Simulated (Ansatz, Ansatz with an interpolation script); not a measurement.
# WSe2 (P6_3/mmc): what limits a Wannier interpolation of GW

How do the Wannier model and the GW settings move the interpolated bands of WSe2 (P6_3/mmc)?

Method: maximally localised Wannier functions, LDA, plane waves, PAW; PAW set soft_1, in Ansatz 0.2.0.

The database entry behind the starting cell differs from later determinations by our own check (a about 0.2 % long), so it need not match the best structure at ambient conditions.

**1. Set-up**

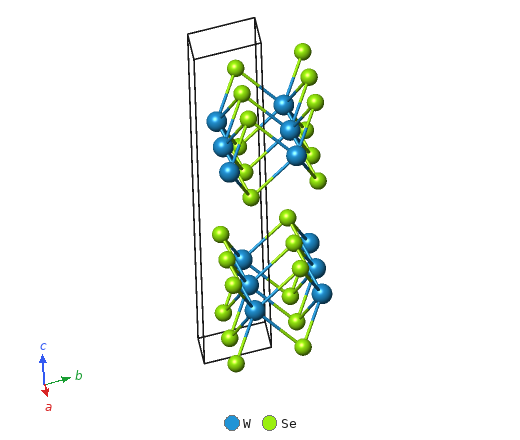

The cell as given, slightly off an axis (tungsten blue, selenium green). 3×2×1 cells are drawn.

Coordinates:

```cif
data_structure
_symmetry_space_group_name_H-M 'P6_3/mmc'
_symmetry_Int_Tables_number 194
_cell_length_a 3.2900
_cell_length_b 3.2900
_cell_length_c 12.9700
_cell_angle_alpha 90.000
_cell_angle_beta 90.000
_cell_angle_gamma 120.000
_cell_volume 121.58
loop_
_atom_site_label
_atom_site_type_symbol
_atom_site_symmetry_multiplicity
_atom_site_Wyckoff_symbol
_atom_site_fract_x
_atom_site_fract_y
_atom_site_fract_z
_atom_site_occupancy
W1 W 2 c 0.33333 0.66667 0.25000 1
Se1 Se 4 f 0.33333 0.66667 0.62100 1
```

The cell and positions come from the Crystallography Open Database and are kept as given unless a step says otherwise. Spin-orbit coupling is left out unless a step names it.

**2. Wannier model on 12×12×4**

Localised functions give a small Hamiltonian that interpolates between mesh points at no cost.

input.yaml

```yaml
crystal:
  lattice:
    - [3.29, 0.0, 0.0]
    - [-1.645, 2.84922358, 0.0]
    - [0.0, 0.0, 12.97]
  atoms:
    - { symbol: W, position: [0.33333333, 0.66666667, 0.25] }
    - { symbol: W, position: [0.66666667, 0.33333333, 0.75] }
    - { symbol: Se, position: [0.33333333, 0.66666667, 0.621] }
    - { symbol: Se, position: [0.66666667, 0.33333333, 0.121] }
    - { symbol: Se, position: [0.33333333, 0.66666667, 0.879] }
    - { symbol: Se, position: [0.66666667, 0.33333333, 0.379] }
kpoints:
  mp_grid: { grid: [6, 6, 2] }
hamiltonian:
  xc: lda
  pseudopotentials: { kind: paw, azcp: { folder: soft_1 }, xc_functional: pbe }
scf:
  occupations: { method: fixed }
  n_extra_bands: 64
output:
  wannier:
    kmesh: [12, 12, 4]
    projections: [{ species: Se, l: p, shell: 4 }, { species: W, l: d, shell: 5 }]
    minimise: true
    write_hr: true
    seedname: w
    conv_tol: 1.0e-06
    max_iter: 20000
    stability_check: false
    disentanglement:
      window: [4.96, 18.08]
      frozen_window: [4.96, 14.96]
      conv_tol: 1.0e-08
```

Run with:

```bash
> ansatz run input.yaml --threads 3 --pin off --max-ram 92160MiB --backend cuda --events-out ev --progress --plain --runs-dir out --devices 1 --max-vram 13GiB
```

Numbers of over 12 decimals in the logs are rounded to 6 here.

The program printed:

```text
scf.n_extra_bands = 64 over 46 filled bands (N_el = 92.0): the run solves 110 bands
GPUs: using 1 of 1 available (devices: 1).
Engine: ansatz 0.2.0, x86_64-unknown-linux-gnu
Pseudopotentials: kind: paw
Pseudopotential: W, paw, valence charge 14, recommended cutoff 420 eV (normal), soft_1/W.paw.azcp
Pseudopotential: Se, paw, valence charge 16, recommended cutoff 420 eV (normal), soft_1/Se.paw.azcp
Functional definition: SPW92
  exchange = slater_x
  correlation = pw_c
device memory: the entry about to start is reckoned to put 4.3 GiB on a device that reports 54.6 GiB free (of which the cap on the GPU budget leaves the run 13.0 GiB)
GPU FFT provider: cuFFT
GPU libraries: cuBLAS 13.8.2, cuFFT 12.4.0, cuSOLVER 12.3.4
Crystal: 6 atoms, lattice volume = 121.580 Å³
Basis set: ecut = 420 eV, 2419 PW (Γ)
Bands: 110, of which v1, the nominal top of the filled ones, is band 46 counted from 1 (45 counted from 0)
Symmetry: 24 space group operations
Space group: P63/mmc (ITA 194), of the structure as read, at distance tolerance 5.0e-5 Å
k-points: 14 of 72
Non-local potential: W, projectors of the file, l = 0: 3, l = 1: 2, l = 2: 2, l = 3: 1
Non-local potential: Se, projectors of the file, l = 0: 2, l = 1: 2, l = 2: 3, l = 3: 1
PAW form: soft (Blöchl's): semilocal exchange-correlation on the pseudo side does not see the compensation charge
PAW frozen core: W, regenerated for the run's functional, and the local potential with it (the file was generated under x = pbe(κ = 0.804, μ = 0.219515), c = pbe(β = 0.066725))
PAW frozen core: Se, regenerated for the run's functional, and the local potential with it (the file was generated under x = pbe(κ = 0.804, μ = 0.219515), c = pbe(β = 0.066725))
PAW one-centre angular grid: W, 590 points (default); XC on 64 Gauss nodes
PAW one-centre angular grid: Se, 590 points (default); XC on 64 Gauss nodes
Initial density: superposition of atomic densities (chi_scale 0.1, normalization cell, long waves kept (reshape's long-wave potential 0.04 eV rms))
Initial wavefunctions: pseudopotential atomic-orbital guess
GPU buffer pool allocated for 51840 grid points (all kernels)
GPU transforms: local potential and band sums: pruned to the plane-wave sphere, on 24×24×90
Functional: x = slater, c = lda
SCF iter   1: F=—  HF=-41799.219369 eV  |F-HF|=—  |Δ(HF+E_count)|=         —  Δρ=3.59e-2  dr2=5.86e0  ethr=3.10e-3  ⟨swp⟩=4.1  Hψ=5300  notcnv=0  defer=795
preconditioner: auto → Resta (q_TF=auto, 2.604 Å⁻¹)  ε∞=1.8  [insulator: Δε(μ)=0.849 eV  Ē_g=22.910 eV  n_scr=40 (ndim 8)  ℏωp=20.2 eV  f_vac=0.022  ε∞_Penn≈1.8]
SCF iter   2: F=—  HF=-41798.799081 eV  |F-HF|=—  |Δ(HF+E_count)|=   4.20e-1  Δρ=3.80e-2  dr2=4.74e0  ethr=3.10e-3  ⟨swp⟩=1.9  Hψ=1823  notcnv=0  defer=848
[...]
E_nonlocal   = -1439.520189
  E_hartree    = 6293.857012
  E_xc         = -872.393657
  E_vxc        = -827.472280  (∫ρ·V_xc dr)
  E_paw        = -24832.269488  (= ΣΔE_a)
  E_vpaw       = -1112.033335  (= ΣTr[D̂ρ^β])
  E_aug_tail   = -0.001191  (compensation charges beyond the density's cutoff)
  E_ewald      = -9994.845455
  E_core_change = 9.435938  (= ΣΔE_core)
  E_smearing   = -0.000000  (= −TS)
  E_closure    = -0.000000  (closes the sum)
  Σ components = -41798.028324   (vs F -41798.028324, Δ=0.00e0)
--- Band table (eV; the first three rows and the last of 14) ---
  k-point 0: bands = [... 42 lower, 10.7414, 11.1127, 11.2145, 12.2391, 14.8667, 14.8667, 14.9178, 14.9178, ... 60 higher]
  k-point 1: bands = [... 42 lower, 10.7140, 10.7140, 12.0290, 12.0290, 14.8726, 14.8726, 14.8726, 14.8726, ... 60 higher]
  k-point 2: bands = [... 42 lower, 10.4155, 11.1428, 11.2307, 11.5688, 13.8427, 14.3751, 14.4869, 14.5503, ... 60 higher]
  k-point 13: bands = [... 42 lower, 9.5278, 9.5278, 11.8858, 11.8858, 13.5401, 13.5401, 14.6160, 14.6160, ... 60 higher]
Wannier search: line search 1 of at most 20000: gauge-dependent spread (as the search counts it) 4.1714898 Å², largest recent change 2.4e-1 Å² against conv_tol 1.0e-6 Å², 0 stops escaped
Wannier search: line search 100 of at most 20000: gauge-dependent spread (as the search counts it) 3.5955702 Å², largest recent change 8.2e-6 Å² against conv_tol 1.0e-6 Å², 0 stops escaped
Wannier search: line search 200 of at most 20000: gauge-dependent spread (as the search counts it) 3.5947486 Å², largest recent change 9.8e-6 Å² against conv_tol 1.0e-6 Å², 0 stops escaped
Wannier search: line search 300 of at most 20000: gauge-dependent spread (as the search counts it) 3.5939610 Å², largest recent change 8.3e-6 Å² against conv_tol 1.0e-6 Å², 0 stops escaped
Wannier search: line search 400 of at most 20000: gauge-dependent spread (as the search counts it) 3.5932025 Å², largest recent change 7.4e-6 Å² against conv_tol 1.0e-6 Å², 0 stops escaped
Wannier search: line search 500 of at most 20000: gauge-dependent spread (as the search counts it) 3.5924691 Å², largest recent change 8.6e-6 Å² against conv_tol 1.0e-6 Å², 0 stops escaped
Wannier search: line search 600 of at most 20000: gauge-dependent spread (as the search counts it) 3.5917754 Å², largest recent change 7.3e-6 Å² against conv_tol 1.0e-6 Å², 0 stops escaped
Wannier search: line search 700 of at most 20000: gauge-dependent spread (as the search counts it) 3.5911171 Å², largest recent change 6.5e-6 Å² against conv_tol 1.0e-6 Å², 0 stops escaped
[...]
Wannier search: line search 2400 of at most 20000: gauge-dependent spread (as the search counts it) 3.5849689 Å², largest recent change 1.7e-6 Å² against conv_tol 1.0e-6 Å², 0 stops escaped
Wannier search: line search 2500 of at most 20000: gauge-dependent spread (as the search counts it) 3.5848253 Å², largest recent change 1.4e-6 Å² against conv_tol 1.0e-6 Å², 0 stops escaped
Wannier search: line search 2600 of at most 20000: gauge-dependent spread (as the search counts it) 3.5846942 Å², largest recent change 1.5e-6 Å² against conv_tol 1.0e-6 Å², 0 stops escaped
Wannier search: line search 2700 of at most 20000: gauge-dependent spread (as the search counts it) 3.5845769 Å², largest recent change 1.3e-6 Å² against conv_tol 1.0e-6 Å², 0 stops escaped
[key lines of the parts left out:]
SCF converged after 8 iterations
Free energy (F): -41798.028324 eV
Fermi energy:    12.239090 eV
```

It took 75 s on 1 × NVIDIA H100 80GB HBM3 (shared by 6 runs) with 3 threads of AMD EPYC 7R13 (Zen 3), shared host; peak memory 2 GiB; 77 s of CPU time.

In the SCF lines HF is the Harris–Foulkes energy and dr2 the Hartree energy of the density residual, in eV; the loop may stop once dr2 is under the threshold and the program's other checks hold. Hψ counts applications of the Hamiltonian.

Numbers from this step:

```
gauge-invariant spread     : 46.07 Å²
diagonal spread            : 0.1100 Å²
off-diagonal spread        : 3.475 Å²
total spread               : 49.65 Å²
least projectability       : 0.5153
localisation steps         : 2762
disentanglement steps      : 33
r.m.s. interpolation error : 7.45e-4 eV
r.m.s. error near the gap  : 0.001037 eV
```

Near the gap the model misses directly solved bands by 1.0 meV r.m.s. and by 9 meV at most in the window tested. This tests the starting bands, not the corrections carried with them.

**3. Wannier model on 6×6×2**

input.yaml: that of step 2 with these lines changed.

```diff
@@ -22,3 +22,3 @@
   wannier:
-    kmesh: [12, 12, 4]
+    kmesh: [6, 6, 2]
     projections: [{ species: Se, l: p, shell: 4 }, { species: W, l: d, shell: 5 }]
```

The program printed:

```text
[...]
GPUs: using 1 of 1 available (devices: 1).
[...]
GPU FFT provider: cuFFT
GPU libraries: cuBLAS 13.8.2, cuFFT 12.4.0, cuSOLVER 12.3.4
Crystal: 6 atoms, lattice volume = 121.580 Å³
Basis set: ecut = 420 eV, 2419 PW (Γ)
Bands: 110, of which v1, the nominal top of the filled ones, is band 46 counted from 1 (45 counted from 0)
Symmetry: 24 space group operations
[...]
k-points: 14 of 72
[...]
GPU buffer pool allocated for 51840 grid points (all kernels)
[...]
SCF iter   1: F=—  HF=-41799.219369 eV  |F-HF|=—  |Δ(HF+E_count)|=         —  Δρ=3.59e-2  dr2=5.86e0  ethr=3.10e-3  ⟨swp⟩=4.1  Hψ=5300  notcnv=0  defer=795
[...]
SCF iter   8: F=-41798.028324 eV  HF=-41798.028324 eV  |F-HF|=1.92e-8  |Δ(HF+E_count)|=   2.26e-7  Δρ=6.59e-6  dr2=4.17e-8  ethr=1.09e-10  ⟨swp⟩=11.9  Hψ=10741  notcnv=0
SCF 1 converged in 8 iterations: F = -41798.028324 eV  dr2 = 4.17e-8
[...]
NSCF: frozen V_eff on 14 k-points
[...]
SCF converged after 8 iterations
Free energy (F): -41798.028324 eV
[...]
Internal energy: -41798.028324 eV  (E = F + TS)
E sigma→0 (E₀):  -41798.028324 eV
Fermi energy:    12.239090 eV
[...]
--- Band table (eV; the first three rows and the last of 14) ---
  k-point 0: bands = [... 42 lower, 10.7414, 11.1127, 11.2145, 12.2391, 14.8667, 14.8667, 14.9178, 14.9178, ... 60 higher]
  k-point 1: bands = [... 42 lower, 10.7140, 10.7140, 12.0290, 12.0290, 14.8726, 14.8726, 14.8726, 14.8726, ... 60 higher]
  k-point 2: bands = [... 42 lower, 10.4155, 11.1428, 11.2307, 11.5688, 13.8427, 14.3751, 14.4869, 14.5503, ... 60 higher]
  k-point 13: bands = [... 42 lower, 9.5278, 9.5278, 11.8858, 11.8858, 13.5401, 13.5401, 14.6160, 14.6160, ... 60 higher]
[...]
WARN: <dir> 64 periodic images of 64 elements of H(R) lie 4.88e-4 to 1.95e-3 Å beyond their element's nearest image, near the 9.77e-4 Å window within which an element is shared among its images; whether they share it moves the interpolated H(k) by 6.1e-3 eV (Frobenius norm, root mean square over the Brillouin zone); at the model's own mesh points H(k) does not change
```

Elapsed: 16 s, on 1 × NVIDIA H100 80GB HBM3 (shared by 6 runs) with 3 threads; peak memory 1.1 GiB; 21 s of CPU time.

This step gave:

| Item | Value |
| --- | --- |
| gauge-invariant spread | 42.24 Å² |
| diagonal spread | 0.09148 Å² |
| off-diagonal spread | 3.572 Å² |
| total spread | 45.90 Å² |
| least projectability | 0.5153 |
| localisation steps | 1776 |
| disentanglement steps | 12 |
| r.m.s. interpolation error | 0.01027 eV |
| r.m.s. error near the gap | 0.01325 eV |

Near the gap the model misses directly solved bands by 13.3 meV r.m.s. and by 84 meV at most in the window tested. This tests the starting bands, not the corrections carried with them.

Frozen up to 2.72 eV; above it the model need not follow the bands. The electronic bands at the labelled points (eV, zero at the valence-band top; v1 is the highest filled band, c1 the lowest empty one):

```tsv
point	v4	v3	v2	v1	c1	c2	c3	c4
Γ	-1.50	-1.13	-1.02	0.00	2.63	2.63	2.68	2.68
M	-1.40	-1.33	-1.25	-1.08	2.09	2.13	2.26	2.62
K	-2.52	-2.52	-0.46	-0.21	1.30	1.30	1.83	3.08
Γ	-1.50	-1.13	-1.02	0.00	2.63	2.63	2.68	2.68
A	-1.53	-1.53	-0.21	-0.21	2.63	2.63	2.63	2.63
L	-1.31	-1.31	-1.21	-1.21	2.11	2.11	2.47	2.47
H	-2.71	-2.71	-0.35	-0.35	1.30	1.30	2.38	2.38
A	-1.53	-1.53	-0.21	-0.21	2.63	2.63	2.63	2.63
jump to L	-1.31	-1.31	-1.21	-1.21	2.11	2.11	2.47	2.47
M	-1.40	-1.33	-1.25	-1.08	2.09	2.13	2.26	2.62
jump to H	-2.71	-2.71	-0.35	-0.35	1.30	1.30	2.38	2.38
K	-2.52	-2.52	-0.46	-0.21	1.30	1.30	1.83	3.08
```

The same for Kohn-Sham, solved directly:

```tsv
point	v4	v3	v2	v1	c1	c2	c3	c4
Γ	-1.50	-1.13	-1.02	0.00	2.63	2.63	2.68	2.68
M	-1.40	-1.33	-1.25	-1.08	2.09	2.13	2.26	2.62
K	-2.52	-2.52	-0.46	-0.21	1.30	1.30	1.83	3.04
Γ	-1.50	-1.13	-1.02	0.00	2.63	2.63	2.68	2.68
A	-1.53	-1.53	-0.21	-0.21	2.63	2.63	2.63	2.63
L	-1.31	-1.31	-1.21	-1.21	2.11	2.11	2.47	2.47
H	-2.71	-2.71	-0.35	-0.35	1.30	1.30	2.38	2.38
A	-1.53	-1.53	-0.21	-0.21	2.63	2.63	2.63	2.63
L	-1.31	-1.31	-1.21	-1.21	2.11	2.11	2.47	2.47
M	-1.40	-1.33	-1.25	-1.08	2.09	2.13	2.26	2.62
H	-2.71	-2.71	-0.35	-0.35	1.30	1.30	2.38	2.38
K	-2.52	-2.52	-0.46	-0.21	1.30	1.30	1.83	3.04
```

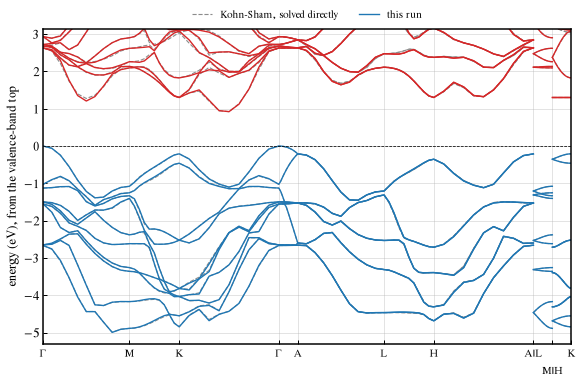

Electronic bands along the path; lines of filled and empty bands in two colours; dashed: Kohn-Sham, solved directly.

**4. A faulty Wannier input**

input.yaml: that of step 3 with these lines changed.

```diff
@@ -30,5 +30,2 @@
     stability_check: false
-    disentanglement:
-      window: [4.96, 18.08]
-      frozen_window: [4.96, 14.96]
-      conv_tol: 1.0e-08
+    disentanglement: { window: [4.96, 18.08] }
```

The program printed:

```text
[...]
GPUs: using 1 of 1 available (devices: 1).
[...]
GPU FFT provider: cuFFT
GPU libraries: cuBLAS 13.8.2, cuFFT 12.4.0, cuSOLVER 12.3.4
Crystal: 6 atoms, lattice volume = 121.580 Å³
Basis set: ecut = 420 eV, 2419 PW (Γ)
Bands: 110, of which v1, the nominal top of the filled ones, is band 46 counted from 1 (45 counted from 0)
Symmetry: 24 space group operations
[...]
k-points: 14 of 72
[...]
GPU buffer pool allocated for 51840 grid points (all kernels)
[...]
SCF iter   1: F=—  HF=-41799.219369 eV  |F-HF|=—  |Δ(HF+E_count)|=         —  Δρ=3.59e-2  dr2=5.86e0  ethr=3.10e-3  ⟨swp⟩=4.1  Hψ=5300  notcnv=0  defer=795
[...]
SCF iter   8: F=-41798.028324 eV  HF=-41798.028324 eV  |F-HF|=1.92e-8  |Δ(HF+E_count)|=   2.26e-7  Δρ=6.59e-6  dr2=4.17e-8  ethr=1.09e-10  ⟨swp⟩=11.9  Hψ=10741  notcnv=0
SCF 1 converged in 8 iterations: F = -41798.028324 eV  dr2 = 4.17e-8
[...]
SCF converged after 8 iterations
Free energy (F): -41798.028324 eV
[...]
Internal energy: -41798.028324 eV  (E = F + TS)
E sigma→0 (E₀):  -41798.028324 eV
Fermi energy:    12.239090 eV
[...]
--- Band table (eV; the first three rows and the last of 14) ---
  k-point 0: bands = [... 42 lower, 10.7414, 11.1127, 11.2145, 12.2391, 14.8667, 14.8667, 14.9178, 14.9178, ... 60 higher]
  k-point 1: bands = [... 42 lower, 10.7140, 10.7140, 12.0290, 12.0290, 14.8726, 14.8726, 14.8726, 14.8726, ... 60 higher]
  k-point 2: bands = [... 42 lower, 10.4155, 11.1428, 11.2307, 11.5688, 13.8427, 14.3751, 14.4869, 14.5503, ... 60 higher]
  k-point 13: bands = [... 42 lower, 9.5278, 9.5278, 11.8858, 11.8858, 13.5401, 13.5401, 14.6160, 14.6160, ... 60 higher]
[...]
```

Wall time 23 s (1 × NVIDIA H100 80GB HBM3 (shared by 6 runs) with 3 threads); peak memory 1.1 GiB; 25 s of CPU time.

Numbers from this step:

```yaml
gauge_invariant_spread: 41.18 Å²
diagonal_spread: 0.06090 Å²
off_diagonal_spread: 3.135 Å²
total_spread: 44.37 Å²
least_projectability: 0.5153
localisation_steps: 3127
disentanglement_steps: 71
r_m_s_interpolation_error: 0.03324 eV
r_m_s_error_near_the_gap: 0.02693 eV
```

No frozen window. Electronic bands along the path, in eV, zero at the valence-band top; v1 is the highest filled band, c1 the lowest empty one:

```tsv
point	v4	v3	v2	v1	c1	c2	c3	c4
Γ	-1.50	-1.13	-1.02	0.04	2.63	2.63	2.68	2.68
M	-1.37	-1.33	-1.25	-1.08	2.09	2.13	2.38	2.62
K	-2.52	-2.52	-0.44	-0.21	1.33	1.33	1.83	3.08
Γ	-1.50	-1.13	-1.02	0.04	2.63	2.63	2.68	2.68
A	-1.53	-1.53	-0.19	-0.19	2.63	2.63	2.63	2.63
L	-1.31	-1.31	-1.21	-1.21	2.11	2.11	2.51	2.51
H	-2.71	-2.71	-0.35	-0.35	1.30	1.30	2.38	2.38
A	-1.53	-1.53	-0.19	-0.19	2.63	2.63	2.63	2.63
jump to L	-1.31	-1.31	-1.21	-1.21	2.11	2.11	2.51	2.51
M	-1.37	-1.33	-1.25	-1.08	2.09	2.13	2.38	2.62
jump to H	-2.71	-2.71	-0.35	-0.35	1.30	1.30	2.38	2.38
K	-2.52	-2.52	-0.44	-0.21	1.33	1.33	1.83	3.08
```

The same for Kohn-Sham, solved directly:

(Unchanged from step 3.)

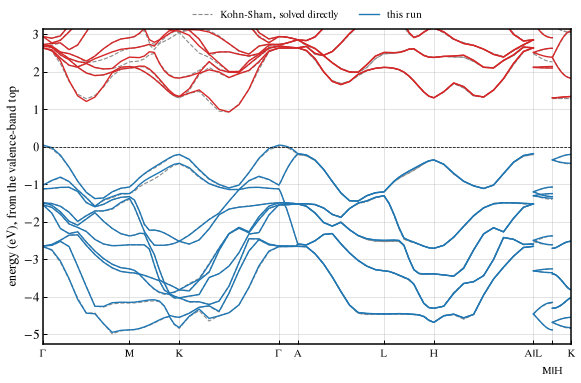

Electronic bands along the path; lines of filled and empty bands in two colours; dashed: Kohn-Sham, solved directly.

The fault put into this input: nothing frozen.

**5. G0W0: 6×6×2 mesh, 409 empty bands, screening to 130 eV, PAW set soft_1 files**

Now the one-shot GW correction: screening in the RPA, then the self-energy of the levels asked for.

This step: G0W0 on LDA, plane waves, PAW; PAW set soft_1.

input.yaml, the sections that differ from step 4:

```yaml
scf:
  occupations: { method: fixed }
gw:
  n_empty_bands: 409
  ecut_chi: 130.0
  qp_bands: [v14, c6]
  screening: { model: contour_deformation }
# crystal, kpoints, hamiltonian: as in step 4
# output: removed
```

The program printed:

```text
GPUs: using 1 of 1 available (devices: 1).
[...]
GPU FFT provider: cuFFT
GPU libraries: cuBLAS 13.8.2, cuFFT 12.4.0, cuSOLVER 12.3.4
Crystal: 6 atoms, lattice volume = 121.580 Å³
Basis set: ecut = 420 eV, 2419 PW (Γ)
Bands: 56, of which v1, the nominal top of the filled ones, is band 46 counted from 1 (45 counted from 0)
Symmetry: 24 space group operations
[...]
k-points: 14 of 72
[...]
0    40     10.6866   -20.0400     1.2004   -18.7984  0.7540    10.6454    10.6454  root
[...]
13    49     14.6161   -12.4704    -4.3641   -17.2940  0.7604    15.0800    15.0756  root
    13    50     14.6161   -12.4704    -4.3641   -17.2940  0.7604    15.0800    15.0756  root
    13    51     15.4045   -14.8415    -5.0242   -20.2971  0.7069    15.8445    15.8359  root
    13    52     15.4045   -14.8415    -5.0242   -20.2971  0.7069    15.8445    15.8359  root
[key lines of the parts left out:]
SCF converged after 9 iterations
Free energy (F): -41798.028324 eV
Fermi energy:    12.239140 eV
```

Elapsed: 53 s, on 1 × NVIDIA H100 80GB HBM3 (shared by 6 runs) with 3 threads; peak memory 1.6 GiB; 74 s of CPU time.

The G0W0 gap on the mesh is 1.236 eV.

[end of part 1 of 2]

[Paths, hosts, dates, memory and timing lines, banners, echoed tables and standing remarks are left out of the program output.]

[Logs are printed without paths, hosts, clocks, repeated set-up lines and the standing remarks that a program may print on its own settings, such as how far it seeks lower states.]

[Runs of the session that timed out or met a known fault of the program may be left out.]

[Hosts, paths, dates, database ids (printed as entryN), source tags and the programs' standing remarks are cut or masked in the printed files.]
